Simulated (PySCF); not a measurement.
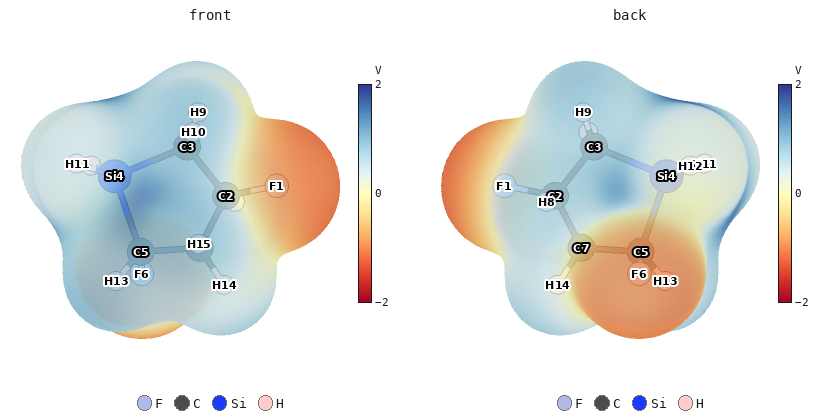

Figure 1: C₄H₈F₂Si. The molecular electrostatic potential painted on the density surface at 0.002 e/bohr³, seen from the front and from behind; the colour scale runs from red (negative) to blue (positive).

Geometry: GFN2-xTB.

Method: CAM-B3LYP/def2-SVPD, SCF density, gas phase (PySCF 2.14.0).

```yaml
atoms:
  - { symbol: F, position_ang: [-1.4969, -1.9951, 0.4866] }
  - { symbol: C, position_ang: [-0.6863, -0.8802, 0.5969] }
  - { symbol: C, position_ang: [-1.3807, 0.3391, -0.0040] }
  - { symbol: Si, position_ang: [0.0292, 1.5595, -0.3896] }
  - { symbol: C, position_ang: [1.3853, 0.2032, -0.1753] }
  - { symbol: F, position_ang: [2.0190, 0.3986, 1.0503] }
  - { symbol: C, position_ang: [0.6304, -1.1182, -0.1388] }
  - { symbol: H, position_ang: [-0.5046, -0.7472, 1.6698] }
  - { symbol: H, position_ang: [-2.1482, 0.7165, 0.6684] }
  - { symbol: H, position_ang: [-1.8868, 0.0222, -0.9173] }
  - { symbol: H, position_ang: [-0.0013, 2.0607, -1.7638] }
  - { symbol: H, position_ang: [0.2139, 2.5995, 0.6169] }
  - { symbol: H, position_ang: [2.1928, 0.1805, -0.9118] }
  - { symbol: H, position_ang: [1.2175, -1.8972, 0.3502] }
  - { symbol: H, position_ang: [0.4123, -1.4339, -1.1603] }
```

### Where is the surface potential most negative and most positive?

The most negative region (about −1.1 V, or −25 kcal/mol for a unit charge) lies over F1, the most positive (about +1.5 V, or +35 kcal/mol for a unit charge) over Si4.

### How polar is the molecule by this calculation?

Its dipole moment is 2.00 D.
